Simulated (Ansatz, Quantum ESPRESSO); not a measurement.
# Band edges of Mo2CO2 MXene, 1 layer under strain, part 2 of 2

Aim: band edges, gap and stiffness of Mo2CO2 MXene, 1 layer under biaxial strain.

Quantum ESPRESSO 7.5; plane-wave DFT, PBE, GBRV ultrasoft pseudopotentials; geometry by Ansatz 0.2.0 with PAW datasets.

So far: Starting point; Geometry from Ansatz.

**3. Running the series**

Under ESM bc1 levels count from the vacuum, or from the mean of the two vacuum levels where the sheet has a dipole, so band edges at unlike strains can be compared.

Level of this step: plane-wave DFT, PBE, GBRV ultrasoft pseudopotentials (Quantum ESPRESSO 7.5).

Input file run.py:

```python
import json
import numpy as np
from ase import Atoms
from ase.calculators.espresso import Espresso, EspressoProfile

profile = EspressoProfile(command='mpirun -n 2 pw.x -nk 2', pseudo_dir='../pseudo')
pseudopotentials = {'C': 'c_pbe_v1.2.uspp.F.UPF', 'Mo': 'mo_pbe_v1.uspp.F.UPF', 'O': 'o_pbe_v1.2.uspp.F.UPF'}
system = {'ecutwfc': 40, 'ecutrho': 200, 'occupations': 'smearing', 'smearing': 'fd', 'degauss': 0.002}


def calculator(name, kpts, **extra):
    data = dict(control=dict(tprnfor=True, verbosity='high', disk_io='none'),
                system=system | extra,
                electrons=dict(conv_thr=1e-09, mixing_beta=0.4, mixing_mode='plain',
                               electron_maxstep=100))
    return Espresso(profile=profile, directory=name, pseudopotentials=pseudopotentials, kpts=kpts, input_data=data)


def centre(atoms):
    z = atoms.positions[:, 2]
    atoms.positions[:, 2] -= (z.max() + z.min()) / 2  # ESM wants the slab about z = 0
    return atoms

sheet = Atoms(
    ['O', 'Mo', 'C', 'Mo', 'O'],
    scaled_positions=[
        [0.3333333333, 0.6666666667, 0.3854120734],
        [0.6666666667, 0.3333333333, 0.4427334831],
        [0.0000000000, 0.0000000000, 0.5000000009],
        [0.3333333333, 0.6666666667, 0.5572665092],
        [0.6666666667, 0.3333333333, 0.6145879334]],
    cell=[
        [3.091890883327, 0.000000000000, 0.000000000000],
        [-1.545945441664, 2.677656050691, 0.000000000000],
        [0.000000000000, 0.000000000000, 19.519039318700]],
    pbc=True)

rows = []
for strain in [-0.03, -0.015, 0.0, 0.015, 0.03]:
    atoms = sheet.copy()
    atoms.set_cell(sheet.cell.array * [[1 + strain], [1 + strain], [1]], scale_atoms=True)
    atoms = centre(atoms)
    atoms.calc = calculator(f's{strain:+.3f}', (12, 12, 1), assume_isolated='esm', esm_bc='bc1', nbnd=26)
    energy = atoms.get_potential_energy()
    levels = np.array([atoms.calc.get_eigenvalues(kpt=i) for i in range(len(atoms.calc.get_ibz_k_points()))])
    top, bottom = levels[:, 21].max(), levels[:, 22].min()
    direct = (levels[:, 22] - levels[:, 21]).min()
    rows.append([strain, energy, top, bottom, direct])
    print(f'strain {strain:+.3f}: E = {energy:.5f} eV, valence top {top:.3f}, conduction bottom {bottom:.3f}, '
          f'gap {bottom - top:.3f}, least direct gap {direct:.3f} eV')

x, energy, top, bottom, direct = np.array(rows).T
area = np.linalg.norm(np.cross(*sheet.cell[:2]))
stiffness = np.polyfit(x, energy, 2)[0] / area * 16.0218  # C11 + C12, heights clamped
print(f'valence and conduction edges move by {np.polyfit(x, top, 1)[0]:.2f} and {np.polyfit(x, bottom, 1)[0]:.2f} eV per unit biaxial strain')
print(f'C11 + C12 with clamped heights: {stiffness:.1f} N/m')
json.dump(dict(rows=rows, stiffness=stiffness), open('result.json', 'w'))
```

Run with:

```bash
$ OMP_NUM_THREADS=1 python run.py
```

Output:

```text
strain -0.030: E = -4827.17884 eV, valence top -5.902, conduction bottom -6.974, gap -1.072, least direct gap 0.000 eV
strain -0.015: E = -4827.35818 eV, valence top -5.964, conduction bottom -6.944, gap -0.979, least direct gap 0.000 eV
strain +0.000: E = -4827.41282 eV, valence top -6.061, conduction bottom -6.924, gap -0.863, least direct gap 0.000 eV
strain +0.015: E = -4827.35610 eV, valence top -6.223, conduction bottom -6.907, gap -0.684, least direct gap 0.000 eV
strain +0.030: E = -4827.20242 eV, valence top -6.361, conduction bottom -6.973, gap -0.612, least direct gap 0.000 eV
valence and conduction edges move by -7.85 and 0.26 eV per unit biaxial strain
C11 + C12 with clamped heights: 477.6 N/m
```

The job ended after 2.7 min (2 MPI ranks of AMD EPYC 9R45, shared host; peak memory 0.4 GiB; 5.2 min of CPU time).

The input that ASE wrote for the first run, and its log:

```
&CONTROL
   verbosity        = 'high'
   tprnfor          = .true.
   disk_io          = 'none'
   pseudo_dir       = '../pseudo'
/
&SYSTEM
   nbnd             = 26
   ecutwfc          = 40
   ecutrho          = 200
   occupations      = 'smearing'
   degauss          = 0.002
   smearing         = 'fd'
   assume_isolated  = 'esm'
   esm_bc           = 'bc1'
   ntyp             = 3
   nat              = 5
   ibrav            = 0
/
&ELECTRONS
   electron_maxstep = 100
   conv_thr         = 1e-09
   mixing_mode      = 'plain'
   mixing_beta      = 0.4
/
&IONS
/
&CELL
/
&FCP
/
&RISM
/
ATOMIC_SPECIES
O 15.999 o_pbe_v1.2.uspp.F.UPF
Mo 95.95 mo_pbe_v1.uspp.F.UPF
C 12.011 c_pbe_v1.2.uspp.F.UPF

K_POINTS automatic
12 12 1  0 0 0

CELL_PARAMETERS angstrom
2.99913415682719 0.00000000000000 0.00000000000000
-1.49956707841408 2.59732636917027 0.00000000000000
0.00000000000000 0.00000000000000 19.51903931870000

ATOMIC_POSITIONS angstrom
O -0.0000000002 1.7315509129 -2.2366463111  
Mo 1.4995670786 0.8657754563 -1.1177874614  
C 0.0000000000 0.0000000000 -0.0000000488  
Mo -0.0000000002 1.7315509129 1.1177871784  
O 1.4995670786 0.8657754563 2.2366463111
```

```text
Program PWSCF v.7.5 starts
[citation notice left out]

     Parallel version (MPI & OpenMP), running on       2 processor cores
     Number of MPI processes:                 2
     Threads/MPI process:                     1

     MPI processes distributed on     1 nodes
[... 1 line left out ...]

Warning: card &CELL ignored
Warning: card &FCP ignored
Warning: card &RISM ignored

     Current dimensions of program PWSCF are:
     Max number of different atomic species (ntypx) = 10
     Max number of k-points (npk) =  40000
     Max angular momentum in pseudopotentials (lmaxx) =  4
     Message from routine setup:
     using ibrav=0 with symmetry is DISCOURAGED, use correct ibrav instead

     K-points division:     npool     =       2
     Subspace diagonalization in iterative solution of the eigenvalue problem:
     a serial algorithm will be used

     G-vector sticks info
     --------------------
     sticks:   dense  smooth     PW     G-vecs:    dense   smooth      PW
     Sum         439     361    109                48917    35129    6107

     Using Slab Decomposition

     bravais-lattice index     =            0
     lattice parameter (alat)  =       5.6675  a.u.
     unit-cell volume          =    1026.0711 (a.u.)^3
     number of atoms/cell      =            5
     number of atomic types    =            3
     number of electrons       =        44.00
     number of Kohn-Sham states=           26
     kinetic-energy cutoff     =      40.0000  Ry
     charge density cutoff     =     200.0000  Ry
     scf convergence threshold =      1.0E-09
     mixing beta               =       0.4000
     number of iterations used =            8  plain     mixing
     Exchange-correlation= SLA  PW   PBE  PBE
                           (   1   4   3   4   0   0   0)

     Effective Screening Medium Method
     =================================
     Boundary Conditions: Vacuum-Slab-Vacuum
     total charge in unit cell        =   0.0000
     grid points for fit at edges     =        4

[... 10 lines left out ...]
     PseudoPot. # 1 for O  read from file:
     ../pseudo/o_pbe_v1.2.uspp.F.UPF
     Pseudo is Ultrasoft + core correction, Zval =  6.0
     Generated by new atomic code, or converted to UPF format
     Using radial grid of  737 points,  5 beta functions with:
                l(1) =   0
                l(2) =   0
                l(3) =   1
                l(4) =   1
                l(5) =   2
     Q(r) pseudized with  8 coefficients,  rinner =    0.900   0.900   0.900
                                                       0.900   0.900

     PseudoPot. # 2 for Mo read from file:
     ../pseudo/mo_pbe_v1.uspp.F.UPF
     Pseudo is Ultrasoft + core correction, Zval = 14.0
     Generated by new atomic code, or converted to UPF format
     Using radial grid of  889 points,  6 beta functions with:
                l(1) =   0
                l(2) =   0
                l(3) =   1
[... 1001 lines left out ...]

     negative rho (up, down):  3.779E-03 0.000E+00

     Forces acting on atoms (cartesian axes, Ry/au):

     atom    1 type  1   force =     0.00000000   -0.00000000   -0.02978233
     atom    2 type  2   force =     0.00000000   -0.00000000   -0.00538651
     atom    3 type  3   force =     0.00000000   -0.00000000    0.00000000
     atom    4 type  2   force =    -0.00000000   -0.00000000    0.00538651
     atom    5 type  1   force =     0.00000000    0.00000000    0.02978233
     The non-local contrib.  to forces
     atom    1 type  1   force =    -0.00000000   -0.00000000    1.10427552
     atom    2 type  2   force =    -0.00000000   -0.00000000    0.08401591
     atom    3 type  3   force =     0.00000000    0.00000000    0.00000000
     atom    4 type  2   force =     0.00000000    0.00000000   -0.08401591
     atom    5 type  1   force =     0.00000000    0.00000000   -1.10427552
     The ionic contribution  to forces
     atom    1 type  1   force =     0.00000000   -0.00000000  -96.80703771
     atom    2 type  2   force =    -0.00000000    0.00000000 -114.78670263
     atom    3 type  3   force =    -0.00000000    0.00000000    0.00000154
     atom    4 type  2   force =     0.00000000   -0.00000000  114.78669752
     atom    5 type  1   force =    -0.00000000    0.00000000   96.80704128
     The local contribution  to forces
     atom    1 type  1   force =     0.00000001   -0.00000001   95.67859203
     atom    2 type  2   force =    -0.00000002    0.00000001  114.70221156
     atom    3 type  3   force =     0.00000000    0.00000000    0.00000766
     atom    4 type  2   force =     0.00000003   -0.00000002 -114.70210522
     atom    5 type  1   force =    -0.00000001    0.00000001  -95.67857445
     The core correction contribution to forces
     atom    1 type  1   force =     0.00000000   -0.00000000   -0.00560925
     atom    2 type  2   force =     0.00000000   -0.00000000   -0.00492313
     atom    3 type  3   force =    -0.00000000   -0.00000000   -0.00000000
     atom    4 type  2   force =    -0.00000000    0.00000000    0.00492268
     atom    5 type  1   force =    -0.00000000    0.00000000    0.00560925
     The Hubbard contrib.    to forces
     atom    1 type  1   force =     0.00000000    0.00000000    0.00000000
     atom    2 type  2   force =     0.00000000    0.00000000    0.00000000
     atom    3 type  3   force =     0.00000000    0.00000000    0.00000000
     atom    4 type  2   force =     0.00000000    0.00000000    0.00000000
     atom    5 type  1   force =     0.00000000    0.00000000    0.00000000
     The SCF correction term to forces
     atom    1 type  1   force =    -0.00000000   -0.00000000    0.00000766
     atom    2 type  2   force =    -0.00000000   -0.00000000    0.00006217
     atom    3 type  3   force =     0.00000000   -0.00000000    0.00000000
     atom    4 type  2   force =    -0.00000000   -0.00000000   -0.00006217
     atom    5 type  1   force =     0.00000000    0.00000000   -0.00000766

     Total force =     0.042802     Total SCF correction =     0.000089
     Message from routine punch:
     Nothing written, as per user request (disk_io='none')

[... 1 line left out ...]

[... 1 line left out ...]

[... 1 line left out ...]

[... 3 lines left out ...]

[... 1 line left out ...]

[... 2 lines left out ...]

[... 1 line left out ...]

[... 1 line left out ...]

=------------------------------------------------------------------------------=
   JOB DONE.
=------------------------------------------------------------------------------=
```

This step gave:

| Item | Value |
| --- | --- |
| biaxial stiffness | 477.6 N/m |

The band edge from the vacuum level by biaxial strain:

| biaxial strain (%) | valence top (eV) | conduction bottom (eV) |
| --- | --- | --- |
| -3.00 | -5.90 | -6.97 |
| -1.50 | -5.96 | -6.94 |
| 0.00 | -6.06 | -6.92 |
| 1.50 | -6.22 | -6.91 |
| 3.00 | -6.36 | -6.97 |

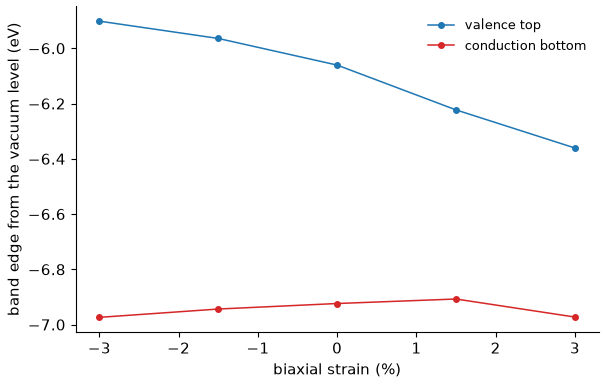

Band edge from the vacuum level against biaxial strain.

The gap by biaxial strain:

| biaxial strain (%) | on the mesh (eV) | least direct (eV) |
| --- | --- | --- |
| -3.00 | -1.07 | 0 |
| -1.50 | -0.979 | 0 |
| 0.00 | -0.863 | 0 |
| 1.50 | -0.684 | 1.0e-4 |
| 3.00 | -0.612 | 1.0e-4 |

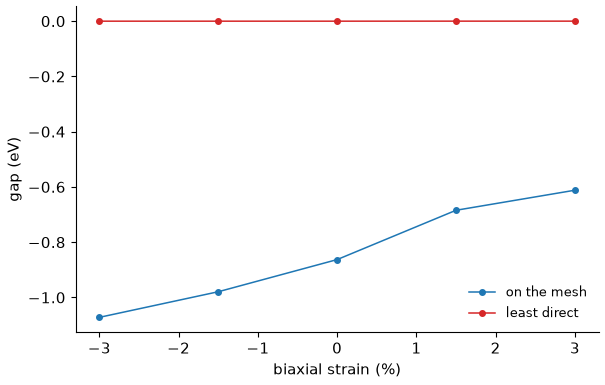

Gap, plotted against biaxial strain.

Energy over the lowest against biaxial strain:

| biaxial strain (%) | energy over the lowest (meV) |
| --- | --- |
| -3.00 | 234 |
| -1.50 | 54.6 |
| 0.00 | 0 |
| 1.50 | 56.7 |
| 3.00 | 210 |

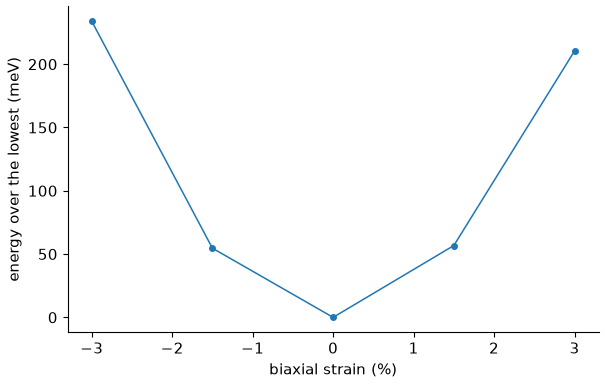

Energy over the lowest against biaxial strain.

**4. Running the series: PBEsol, GBRV ultrasoft**

Level of this step: plane-wave DFT, PBEsol, GBRV ultrasoft pseudopotentials (Quantum ESPRESSO 7.5).

run.py, as its differences from the input of step 3:

```diff
@@ -6,3 +6,3 @@
 profile = EspressoProfile(command='mpirun -n 2 pw.x -nk 2', pseudo_dir='../pseudo')
-pseudopotentials = {'C': 'c_pbe_v1.2.uspp.F.UPF', 'Mo': 'mo_pbe_v1.uspp.F.UPF', 'O': 'o_pbe_v1.2.uspp.F.UPF'}
+pseudopotentials = {'C': 'c_pbesol_v1.2.uspp.F.UPF', 'Mo': 'mo_pbesol_v1.uspp.F.UPF', 'O': 'o_pbesol_v1.2.uspp.F.UPF'}
 system = {'ecutwfc': 40, 'ecutrho': 200, 'occupations': 'smearing', 'smearing': 'fd', 'degauss': 0.002}
```

Run with:

```bash
$ OMP_NUM_THREADS=1 python run.py
```

Output:

```text
strain -0.030: E = -4825.48557 eV, valence top -5.949, conduction bottom -7.026, gap -1.077, least direct gap 0.000 eV
strain -0.015: E = -4825.57804 eV, valence top -6.020, conduction bottom -6.995, gap -0.975, least direct gap 0.000 eV
strain +0.000: E = -4825.54836 eV, valence top -6.106, conduction bottom -6.975, gap -0.869, least direct gap 0.000 eV
strain +0.015: E = -4825.40972 eV, valence top -6.269, conduction bottom -6.962, gap -0.694, least direct gap 0.000 eV
strain +0.030: E = -4825.17650 eV, valence top -6.407, conduction bottom -7.030, gap -0.623, least direct gap 0.000 eV
valence and conduction edges move by -7.76 and 0.17 eV per unit biaxial strain
C11 + C12 with clamped heights: 467.1 N/m
```

Run time: 2.7 min. Hardware: 2 MPI ranks; peak memory 0.4 GiB.

Numbers from this step:

| Item | Value |
| --- | --- |
| biaxial stiffness | 467.1 N/m |

Band edge from the vacuum level against biaxial strain:

| biaxial strain (%) | valence top (eV) | conduction bottom (eV) |
| --- | --- | --- |
| -3.00 | -5.95 | -7.03 |
| -1.50 | -6.02 | -7.00 |
| 0.00 | -6.11 | -6.98 |
| 1.50 | -6.27 | -6.96 |
| 3.00 | -6.41 | -7.03 |

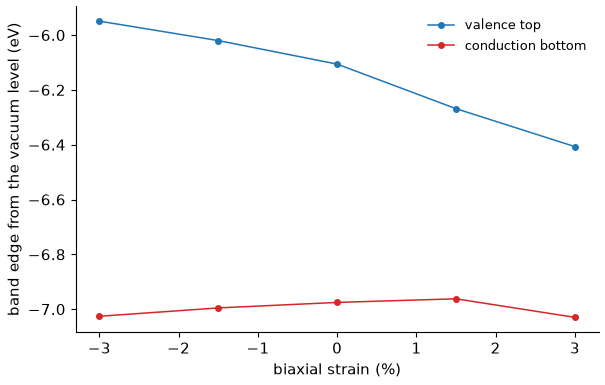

Band edge from the vacuum level against biaxial strain.

The gap by biaxial strain:

| biaxial strain (%) | on the mesh (eV) | least direct (eV) |
| --- | --- | --- |
| -3.00 | -1.08 | 0 |
| -1.50 | -0.975 | 0 |
| 0.00 | -0.870 | 1.0e-4 |
| 1.50 | -0.694 | 0 |
| 3.00 | -0.623 | 0 |

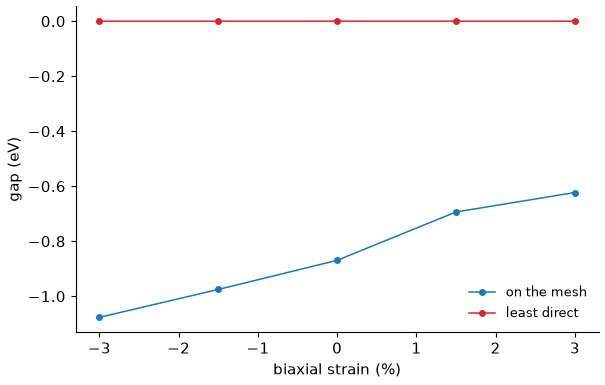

Gap against biaxial strain.

The energy over the lowest by biaxial strain:

| biaxial strain (%) | energy over the lowest (meV) |
| --- | --- |
| -3.00 | 92.5 |
| -1.50 | 0 |
| 0.00 | 29.7 |
| 1.50 | 168 |
| 3.00 | 402 |

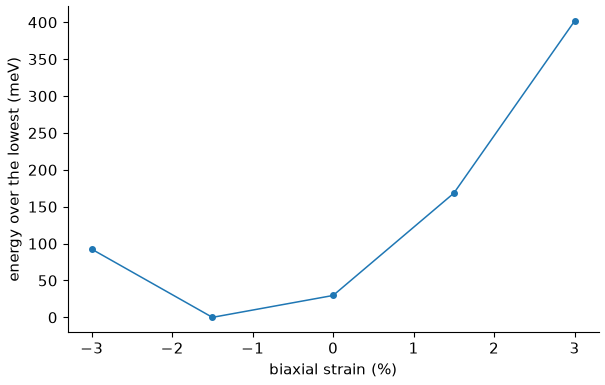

Energy over the lowest against biaxial strain.

**5. Worked from the printed numbers**

Under equal strain ε in the plane, E = A (C11 + C12) ε². From the points at ±1.5 %: d²E/dε² = (54.64 + 56.72 − 2 × 0.00) meV / 0.015² = 495 eV, and 495/(2 × 8.279 Å²) × 16.02 = 479 N/m.

**6. Results**

```json
{"C11 + C12, heights clamped, PBE, GBRV ultrasoft": "478 N/m", "C11 + C12, heights clamped, PBEsol, GBRV ultrasoft": "467 N/m"}
```

The sheet's biaxial stiffness comes to 478 N/m (PBE, GBRV ultrasoft). The bands overlap at every strain: the sheet is a metal, and edges by band count are no gaps. Heights are clamped under strain, which makes a sheet with several atomic planes too stiff. Zero strain is the PBE cell; under PBEsol the energy is lowest near -1.1 %, so its stiffness is taken away from its own minimum. Semilocal gaps are too small. Spin-orbit coupling is left out; depending on the atoms that carry the levels of interest, it can split and shift them by tens to hundreds of meV.

[Logs are printed without paths, hosts, clocks, repeated set-up lines and the standing remarks that a program may print on its own settings, such as how far it seeks lower states.]

[Hosts, paths, dates, database ids (printed as entryN), source tags and the programs' standing remarks are cut or masked in the printed files.]

[Maps of the electrostatic potential energy from Ansatz leave out the sawtooth potential of an applied field or a dipole correction, so their vacuum need not be flat; planar profiles and work functions include it.]
